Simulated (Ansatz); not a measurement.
Molecular dynamics, with input and output: C3H6BNO (part 1 of 2)

System: C3H6BNO, SMILES BC(=C=N)OC.
Method: UKS revPBE-d3bjatm/def2-SVP (Ansatz 0.2.0).

The geometry comes from this level: PBE0-D4/def2-TZVP. Figures and captions count atoms from 1; the log counts them from 0 in places.

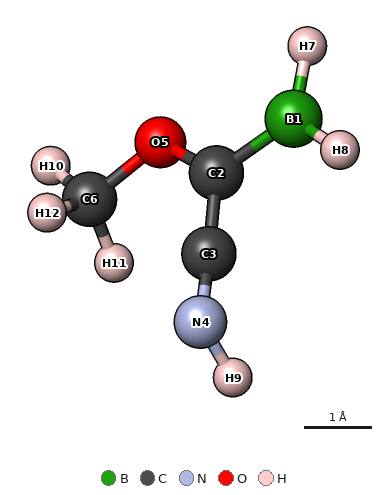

Fig. 1: The input geometry (ball-and-stick view, seen at a tilt; atoms are numbered from 1 in the order of the input). Bond lengths as drawn: B–C 1.51 Å, B–H 1.19 Å, C–C 1.34 Å, C–H 1.09 to 1.10 Å, C–N 1.21 Å, C–O 1.37 to 1.41 Å and H–N 1.02 Å.

Input:
```yaml
crystal:
  periodic: [false, false, false]
  atoms:
    - {symbol: B, position_ang: [-0.186704, -1.299709, -1.674347]}
    - {symbol: C, position_ang: [0.027475, -0.355154, -0.518821]}
    - {symbol: C, position_ang: [-0.734413, -0.603181, 0.552266]}
    - {symbol: N, position_ang: [-1.347855, -0.962402, 1.532293]}
    - {symbol: O, position_ang: [0.907400, 0.691889, -0.582935]}
    - {symbol: C, position_ang: [1.032576, 1.449621, 0.594944]}
    - {symbol: H, position_ang: [0.425433, -1.150027, -2.689298]}
    - {symbol: H, position_ang: [-0.975421, -2.187480, -1.546587]}
    - {symbol: H, position_ang: [-2.294752, -0.616124, 1.669521]}
    - {symbol: H, position_ang: [1.770216, 2.225151, 0.395332]}
    - {symbol: H, position_ang: [0.079390, 1.921444, 0.868060]}
    - {symbol: H, position_ang: [1.373556, 0.830673, 1.433572]}
basis:
  gaussian: {orbitals: def2-SVP}
magnetization: {spin_polarized: true, initial_magnetization: 0}
hamiltonian: {xc: {name: revPBE}, dispersion: d3bjatm}
md: {timestep: 2 fs, n_steps: 20, ensemble: nvt_langevin, temperature: 300, initial_velocities: maxwell_boltzmann, friction: 0.01, seed: 109}
```

Machine: 4 threads of Arm Neoverse V2, 23 GiB of memory available, shared host.

Command:
```bash
ansatz run in.yaml --threads 4 --pin off --events-out ev --progress --plain --max-ram 10444MiB
```

The program's output:
```
Functional definition: revPBE
  name "revPBE"
  cite "Zhang & Yang, Phys. Rev. Lett. 80, 890 (1998) doi:10.1103/PhysRevLett.80.890"
  cite "Perdew, Burke & Ernzerhof, Phys. Rev. Lett. 77, 3865 (1996) doi:10.1103/PhysRevLett.77.3865"
  parameter kappa = 1.245
  parameter beta = 0.06672455060314922
  exchange = pbe_x(kappa = kappa, mu = beta*pi^2/3)
  correlation = pbe_c(beta = beta)
1291 factors; their error is unknown
mean field evaluation 1: about -7404.2200 eV, gradient 4.0e1 eV
mean field evaluation 2: about -7397.5011 eV, gradient 5.5e1 eV
mean field evaluation 4: about -7412.1132 eV, gradient 3.8e0 eV
mean field evaluation 8: about -7412.1871 eV, gradient 3.1e-1 eV
mean field evaluation 16: about -7412.1317 eV, gradient 1.6e-3 eV
mean field -7412.13167694 eV, -272.3908150044 hartree, gradient 4.1e-5 eV, S^2 0.000000; 0 other end points of the search recorded, 0 dependent functions left out
the calculation of the forces begins
reference -7412.13172415 eV, -272.3908167392 hartree; 22, 22 occupied and 92, 92 virtual orbitals, 1291 factors
md step     0: t =     0.00 fs  T =   275.0 K  F+E_penalty+E_count = -7412.73510668 eV  E_kin = 0.426558 eV  (34 SCF iters)
these checks for a lower state are left out or cut short: starts, cluster_reference, orbital_swaps, neighbouring_geometries, increment
1291 factors; their error is unknown
mean field -7412.04173541 eV, -272.3875097138 hartree, gradient 1.5e-5 eV, S^2 0.000000; 0 other end points of the search recorded, 0 dependent functions left out
[... from here on the field's lines of each further geometry are left out, up to the last ...]
md step     1: t =     2.00 fs  T =   237.1 K  F+E_penalty+E_count = -7412.64357543 eV  E_kin = 0.367813 eV  (34 SCF iters, 5 dispersion substeps)
md step     2: t =     4.00 fs  T =   237.1 K  F+E_penalty+E_count = -7412.65185744 eV  E_kin = 0.367703 eV  (35 SCF iters, 5 dispersion substeps)
md step     3: t =     6.00 fs  T =   228.5 K  F+E_penalty+E_count = -7412.56613260 eV  E_kin = 0.354389 eV  (34 SCF iters, 5 dispersion substeps)
md step     4: t =     8.00 fs  T =   212.5 K  F+E_penalty+E_count = -7412.53462613 eV  E_kin = 0.329649 eV  (36 SCF iters, 5 dispersion substeps)
md step     5: t =    10.00 fs  T =   225.5 K  F+E_penalty+E_count = -7412.59403100 eV  E_kin = 0.349841 eV  (36 SCF iters, 5 dispersion substeps)
md step     6: t =    12.00 fs  T =   236.1 K  F+E_penalty+E_count = -7412.59422651 eV  E_kin = 0.366265 eV  (36 SCF iters, 5 dispersion substeps)
md step     7: t =    14.00 fs  T =   251.3 K  F+E_penalty+E_count = -7412.58823064 eV  E_kin = 0.389802 eV  (36 SCF iters, 5 dispersion substeps)
md step     8: t =    16.00 fs  T =   211.1 K  F+E_penalty+E_count = -7412.51567118 eV  E_kin = 0.327373 eV  (36 SCF iters, 5 dispersion substeps)
md step     9: t =    18.00 fs  T =   187.4 K  F+E_penalty+E_count = -7412.45669063 eV  E_kin = 0.290701 eV  (36 SCF iters, 5 dispersion substeps)
md step    10: t =    20.00 fs  T =   171.9 K  F+E_penalty+E_count = -7412.44947250 eV  E_kin = 0.266665 eV  (35 SCF iters, 5 dispersion substeps)
md step    11: t =    22.00 fs  T =   165.1 K  F+E_penalty+E_count = -7412.43078109 eV  E_kin = 0.256114 eV  (36 SCF iters, 5 dispersion substeps)
md step    12: t =    24.00 fs  T =   207.7 K  F+E_penalty+E_count = -7412.51468227 eV  E_kin = 0.322183 eV  (36 SCF iters, 5 dispersion substeps)
md step    13: t =    26.00 fs  T =   212.0 K  F+E_penalty+E_count = -7412.50570745 eV  E_kin = 0.328805 eV  (36 SCF iters, 5 dispersion substeps)
md step    14: t =    28.00 fs  T =   235.3 K  F+E_penalty+E_count = -7412.45164435 eV  E_kin = 0.364958 eV  (35 SCF iters, 5 dispersion substeps)
md step    15: t =    30.00 fs  T =   287.9 K  F+E_penalty+E_count = -7412.53223607 eV  E_kin = 0.446625 eV  (34 SCF iters, 5 dispersion substeps)
md step    16: t =    32.00 fs  T =   263.9 K  F+E_penalty+E_count = -7412.50165739 eV  E_kin = 0.409417 eV  (36 SCF iters, 5 dispersion substeps)
md step    17: t =    34.00 fs  T =   299.5 K  F+E_penalty+E_count = -7412.57922460 eV  E_kin = 0.464496 eV  (34 SCF iters, 5 dispersion substeps)
md step    18: t =    36.00 fs  T =   343.0 K  F+E_penalty+E_count = -7412.61919518 eV  E_kin = 0.532087 eV  (34 SCF iters, 5 dispersion substeps)
md step    19: t =    38.00 fs  T =   313.1 K  F+E_penalty+E_count = -7412.52862626 eV  E_kin = 0.485650 eV  (36 SCF iters, 5 dispersion substeps)
the calculation of the forces begins
reference -7411.94667664 eV, -272.3840163687 hartree; 22, 22 occupied and 92, 92 virtual orbitals, 1291 factors
1291 factors; their error is unknown
mean field evaluation 192: about -7412.0040 eV, gradient 1.4e-1 eV
mean field -7411.94662833 eV, -272.3840145934 hartree, gradient 1.7e-5 eV, S^2 0.000000; 1 other end points of the search recorded, 0 dependent functions left out
the calculation of the forces begins
reference -7411.94667664 eV, -272.3840163687 hartree; 22, 22 occupied and 92, 92 virtual orbitals, 1291 factors
md step    20: t =    40.00 fs  T =   290.3 K  F+E_penalty+E_count = -7412.53903531 eV  E_kin = 0.450245 eV  (36 SCF iters, 5 dispersion substeps)
```

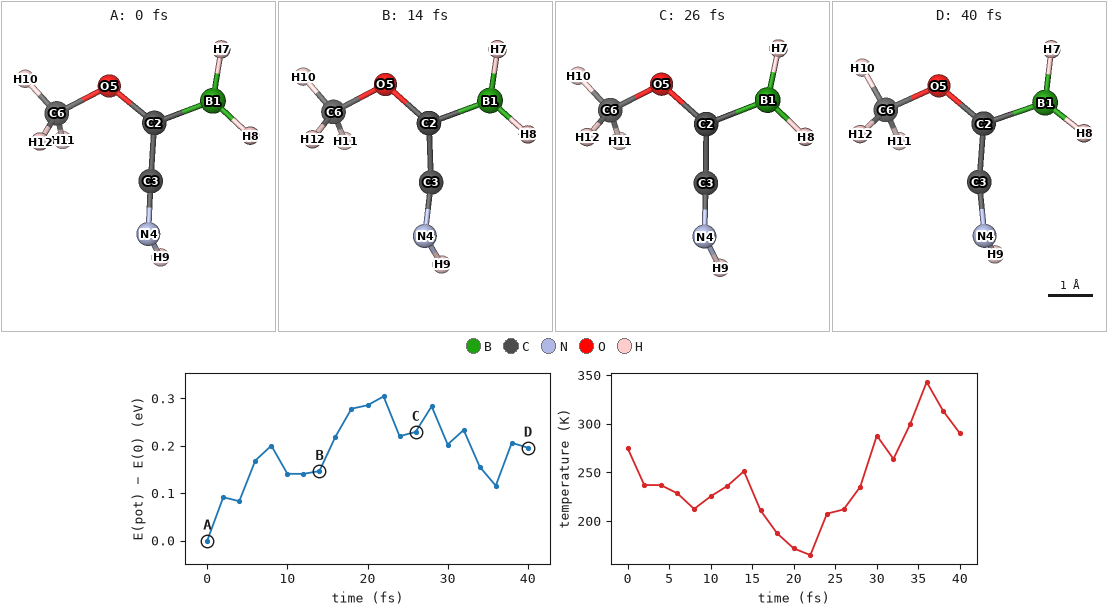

Fig. 2: Frames of the molecular dynamics (ball-and-stick, seen at a tilt) above the curves, on which the letters mark them. The trajectory kept here has 21 frames over 40 fs. The temperature starts at 275 K, ranges from 165 to 343 K and averages 254 K over the second half. The potential energy ends 0.196 eV above its first value. After an unweighted best fit of the last frame on the first, the root-mean-square displacement is 0.15 Å, and H12 has moved furthest (0.27 Å).

```
Total energy: -7412.53908362 eV, -272.4057869236 hartree
Atom 0 at    -0.451918    -1.323721    -1.592542 Å, force     1.086199     0.439232    -0.488796 eV/Å
Atom 1 at    -0.024923    -0.426537    -0.428460 Å, force    -0.099592    -0.193918    -0.212051 eV/Å
Atom 2 at    -0.773698    -0.581908     0.676977 Å, force    -0.734224    -0.755901     0.526687 eV/Å
Atom 3 at    -1.492260    -0.998897     1.596664 Å, force    -0.102298     0.700440     0.031042 eV/Å
Atom 4 at     0.971195     0.490164    -0.544560 Å, force     0.456507     0.616446     0.102211 eV/Å
Atom 5 at     1.126938     1.445844     0.537610 Å, force    -0.144725    -0.485316    -0.997130 eV/Å
Atom 6 at     0.158820    -1.141383    -2.642389 Å, force    -0.161244    -0.017390     0.092497 eV/Å
Atom 7 at    -1.210814    -2.231082    -1.512652 Å, force    -0.621817    -0.307523     0.246000 eV/Å
Atom 8 at    -2.374633    -0.446151     1.677657 Å, force     0.077581    -0.354547     0.162355 eV/Å
Atom 9 at     1.871659     2.148446     0.053667 Å, force    -0.833054     0.132479     0.836279 eV/Å
Atom 10 at     0.077516     1.843929     0.818775 Å, force     1.329267     0.076236    -0.224408 eV/Å
Atom 11 at     1.611034     0.959268     1.424418 Å, force    -0.252600     0.149762    -0.074686 eV/Å
Dipole moment:    -0.183855     0.471704     0.378949 e Å
```

Trajectory as extended XYZ (Å, eV, eV/Å), 21 frames, from step=0 to step=20:
```
12
Properties=species:S:1:pos:R:3:forces:R:3 step=0 time_fs=0.0 energy=-7412.73511 temperature=275.0
B    -0.1867   -1.2997   -1.6743   -0.0325  -0.0324   0.0003
C     0.0275   -0.3552   -0.5188    0.5098   0.1000  -0.6559
C    -0.7344   -0.6032    0.5523    0.0840   0.2504  -0.3795
N    -1.3479   -0.9624    1.5323   -0.3454  -0.7242   1.3083
O     0.9074    0.6919   -0.5829    0.3437   0.1720  -0.4690
C     1.0326    1.4496    0.5949    0.0254  -0.0637  -0.2014
H     0.4254   -1.1500   -2.6893    0.2669   0.0621  -0.4437
H    -0.9754   -2.1875   -1.5466   -0.3338  -0.3944   0.0198
H    -2.2948   -0.6161    1.6695   -0.6189   0.1746   0.1618
H     1.7702    2.2252    0.3953    0.4076   0.4543  -0.0635
H     0.0794    1.9214    0.8681   -0.4868   0.2815   0.2175
H     1.3736    0.8307    1.4336    0.1800  -0.2803   0.5053
12
Properties=species:S:1:pos:R:3:forces:R:3 step=1 time_fs=2.0 energy=-7412.64358 temperature=237.1
B    -0.2038   -1.2945   -1.6746    0.7473   0.6617   0.3079
C     0.0403   -0.3548   -0.4998    0.2767  -0.4494  -1.5758
C    -0.7539   -0.5988    0.5383   -0.2518   0.2424   0.4273
N    -1.3486   -0.9586    1.5370   -0.3330  -0.6146   0.9668
O     0.9169    0.6804   -0.5873    0.4392   0.4841   0.0204
C     1.0381    1.4466    0.5914   -0.3372  -1.0013   0.5160
H     0.4442   -1.1684   -2.6699    0.2209   0.1148  -0.4874
H    -0.9680   -2.1627   -1.5495   -0.9271  -0.9661   0.0910
H    -2.3069   -0.6374    1.6901   -0.4075   0.1373   0.0857
H     1.7186    2.2282    0.3866    1.4856   1.2190  -0.3425
H     0.1089    1.9603    0.8564   -0.8052   0.0299   0.2404
H     1.3925    0.8414    1.4694   -0.1079   0.1422  -0.2498
12
Properties=species:S:1:pos:R:3:forces:R:3 step=2 time_fs=4.0 energy=-7412.65186 temperature=237.1
B    -0.2206   -1.2873   -1.6728    0.8815   0.3469   0.2523
C     0.0559   -0.3552   -0.4846   -0.2397  -1.0386  -1.9693
C    -0.7733   -0.5939    0.5278   -0.4654   0.2196   1.0691
N    -1.3506   -0.9559    1.5467   -0.8470  -0.2383   0.5572
O     0.9259    0.6693   -0.5913    0.6045   0.8177   0.4354
C     1.0421    1.4408    0.5882    0.3431   0.8382   0.3869
H     0.4625   -1.1827   -2.6684   -0.0505   0.1190  -0.1900
H    -0.9941   -2.1722   -1.5534   -0.6420  -0.5476   0.0534
H    -2.3352   -0.6477    1.7106    0.4327  -0.0928  -0.1066
H     1.7199    2.2808    0.3556    0.5164  -0.1871   0.0396
H     0.1106    1.9949    0.8508   -0.3835  -0.4517   0.0490
H     1.3991    0.8623    1.4940   -0.1500   0.2147  -0.5770
12
Properties=species:S:1:pos:R:3:forces:R:3 step=3 time_fs=6.0 energy=-7412.56613 temperature=228.5
B    -0.2353   -1.2800   -1.6698    0.5205  -0.5341   0.1387
C     0.0717   -0.3597   -0.4736   -0.9052  -1.4622  -1.8343
C    -0.7951   -0.5889    0.5219   -0.3069   0.2336   1.2903
N    -1.3539   -0.9536    1.5603   -0.8990  -0.0121   0.0701
O     0.9341    0.6596   -0.5950    0.7052   0.9816   0.6703
C     1.0459    1.4365    0.5830    0.6993   2.5749  -0.1708
H     0.4768   -1.1952   -2.6701   -0.3271   0.1119   0.0954
H    -1.0462   -2.2000   -1.5536    0.1169   0.3656  -0.0407
H    -2.3520   -0.6594    1.7247    0.7158  -0.1574  -0.1588
H     1.7381    2.3283    0.3173   -0.3734  -1.3588   0.4544
H     0.1017    2.0075    0.8440    0.0407  -0.7335  -0.1174
H     1.3977    0.8884    1.4948    0.0133  -0.0095  -0.3972
12
Properties=species:S:1:pos:R:3:forces:R:3 step=4 time_fs=8.0 energy=-7412.53463 temperature=212.5
B    -0.2491   -1.2751   -1.6673    0.2835  -1.0608   0.1270
C     0.0856   -0.3703   -0.4673   -1.5494  -1.5790  -1.3155
C    -0.8193   -0.5848    0.5207    0.2122   0.2626   1.1279
N    -1.3585   -0.9530    1.5761    0.1052  -0.1025  -0.5358
O     0.9420    0.6506   -0.5975    0.6592   0.9116   0.6844
C     1.0492    1.4385    0.5746    0.5477   2.8074  -0.7097
H     0.4754   -1.2067   -2.6666   -0.4293   0.1204   0.1467
H    -1.0890   -2.2139   -1.5487    0.5305   0.8390  -0.0911
H    -2.3376   -0.6808    1.7330   -0.2010   0.0874   0.0461
H     1.7409    2.3262    0.2955   -0.4357  -1.3017   0.5014
H     0.0965    1.9909    0.8314    0.0344  -0.6202  -0.1235
H     1.3985    0.9122    1.4737    0.2428  -0.3641   0.1422
12
Properties=species:S:1:pos:R:3:forces:R:3 step=5 time_fs=10.0 energy=-7412.59403 temperature=225.5
B    -0.2605   -1.2718   -1.6651    0.2144  -1.0874   0.2378
C     0.0955   -0.3865   -0.4650   -1.8622  -1.2351  -0.6893
C    -0.8407   -0.5804    0.5232    0.7910   0.2773   0.7673
N    -1.3623   -0.9536    1.5889    0.8132  -0.1878  -0.8555
O     0.9512    0.6419   -0.5995    0.4541   0.6387   0.5843
C     1.0520    1.4486    0.5634   -0.0139   1.1214  -0.4969
H     0.4536   -1.2134   -2.6556   -0.2744   0.1473  -0.0986
H    -1.1090   -2.1906   -1.5449    0.4389   0.7023  -0.0810
H    -2.3288   -0.7019    1.7467   -0.9216   0.2615   0.2046
H     1.7262    2.2769    0.2983    0.3982   0.0391   0.0769
H     0.0922    1.9536    0.8144   -0.2718  -0.2487   0.0069
H     1.4122    0.9213    1.4516    0.2341  -0.4286   0.3435
12
Properties=species:S:1:pos:R:3:forces:R:3 step=6 time_fs=12.0 energy=-7412.59423 temperature=236.1
B    -0.2702   -1.2712   -1.6638    0.4004  -0.6932   0.3538
C     0.0987   -0.4084   -0.4608   -1.6474  -0.4642  -0.3111
C    -0.8573   -0.5743    0.5285    1.1124   0.2097   0.5215
N    -1.3648   -0.9549    1.5987   -0.1623   0.0705  -0.6910
O     0.9614    0.6339   -0.6005    0.1100   0.2005   0.5092
C     1.0540    1.4630    0.5524   -0.7260  -1.2098   0.4497
H     0.4209   -1.2189   -2.6477   -0.0084   0.1922  -0.4230
H    -1.1136   -2.1411   -1.5487   -0.0831   0.1007  -0.0100
H    -2.3574   -0.7150    1.7665    0.0338   0.0458   0.0313
H     1.7263    2.2348    0.3055    1.3060   1.5084  -0.4024
H     0.0712    1.9088    0.8005   -0.2309   0.0513   0.0950
H     1.4379    0.9126    1.4455   -0.1045  -0.0119  -0.1229
```
